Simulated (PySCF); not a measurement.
Consider CH₈O₃Si₃ (SMILES O=C[SiH2]O[SiH2]O[SiH3]).

```xyz
15

O    -4.3051   -0.0540    0.3591
C    -3.2549    0.5177    0.2133
Si   -1.6227   -0.3529   -0.2911
O    -0.5731    0.8655   -0.4375
Si    0.9407    1.3993   -0.7062
O     1.9926    0.1915   -0.5394
Si    2.5843   -1.2467   -0.0732
H    -3.2137    1.6181    0.3836
H    -1.2126   -1.2652    0.7744
H    -1.7827   -1.0343   -1.5735
H     1.0106    1.8244   -2.0944
H     1.1865    2.3841    0.3348
H     3.4719   -0.9690    1.0548
H     3.2985   -1.7506   -1.2436
H     1.4754   -2.1199    0.3113
```

Geometry: GFN2-xTB.

The calculation used PBE0/pcSseg-1, SCF density, gas phase, non-relativistic (PySCF).

### What will maps of the electron density and electron localisation function show?

C–O (1.20 Å): ρ at the midpoint is about 3.3 e/Å³; the ELF peaks at about 0.85 between the atoms; a short, multiple covalent bond.
Si–O (1.61 Å): ρ is about 1.2 e/Å³ halfway; the ELF peaks at about 0.85 between the atoms (a short, strongly polar bond).
C–Si (1.92 Å): the density is about 0.95 e/Å³ at the midpoint; the ELF peaks at about 1 between the atoms; localised, covalent bonding.
C–H (1.11 Å): ρ at the midpoint is about 2 e/Å³; the ELF climbs to about 1 towards the hydrogen, as it does in any bond to H; an ordinary covalent bond to hydrogen.

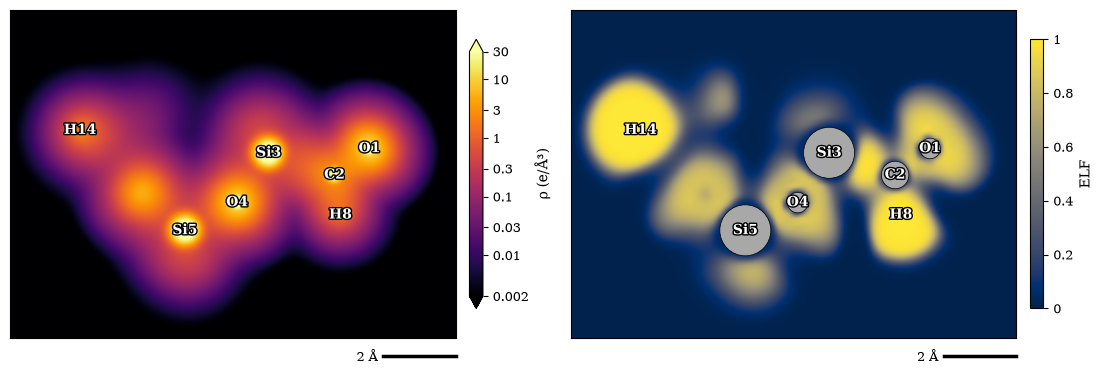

Computed electron density and electron localisation function on the plane of atoms Si3, O4 and Si5, in this order. Grey discs cover the atomic cores in the ELF map. 
